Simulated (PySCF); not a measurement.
# Run report: BF (charge −1), single-point calculation

The run: single-point calculation of BF, charge −1, multiplicity 4. Method and program: UHF/def2-svp, eomea (PySCF 2.14.0).

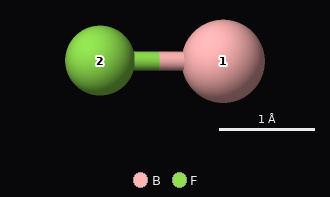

Figure 1. The input geometry (ball-and-stick view, seen at a tilt; atoms are numbered from 1 in the order of the input).

### Key numbers

```csv
quantity,value
outcome,converged
SCF energy,−123.869222 hartree
⟨S²⟩,3.753
hardware,"1 CPU thread, shared host"
wall time,2.6 s
```

### The input
```python
from pyscf import gto, scf, cc

mol = gto.M(
    atom='B 0 0 0; F 0 0 1.308',
    basis='def2-svp',
    charge=-1,
    spin=3,
    verbose=3,
)
mf = scf.UHF(mol)
mf.kernel()
mycc = cc.CCSD(mf, frozen=2)
mycc.kernel()
e = mycc.eaccsd(nroots=3)[0]
print('roots (eV) =', (e*27.211386).round(3))
mf.dip_moment()
print('orbital energies (hartree):', [e[max(0, n-3):n+3].round(4) for e, n in zip(mf.mo_energy, mol.nelec)])
```

Launched with:
```bash
OMP_NUM_THREADS=1 python input.py
```

### Output
```
WARN: HOMO 0.0643585682402175 >= LUMO -0.294698890965087

converged SCF energy = -123.869222014483  <S^2> = 3.7527892  2S+1 = 4.0013944
E(UCCSD) = -124.0992666938119  E_corr = -0.2300446793288784
roots (eV) = [ 6.778 10.899 10.899]

WARN: System has nonzero charge -1; the dipole moment is origin-dependent.
Location of origin: [0. 0. 0.]

Dipole moment(X, Y, Z, Debye): -0.00000,  0.00000, -1.21417
orbital energies (hartree): [array([-0.2496,  0.0133,  0.0133,  0.4479,  0.5757,  0.6845]), array([-0.469 , -0.3714, -0.3714,  0.3156,  0.4522,  0.4522])]
```
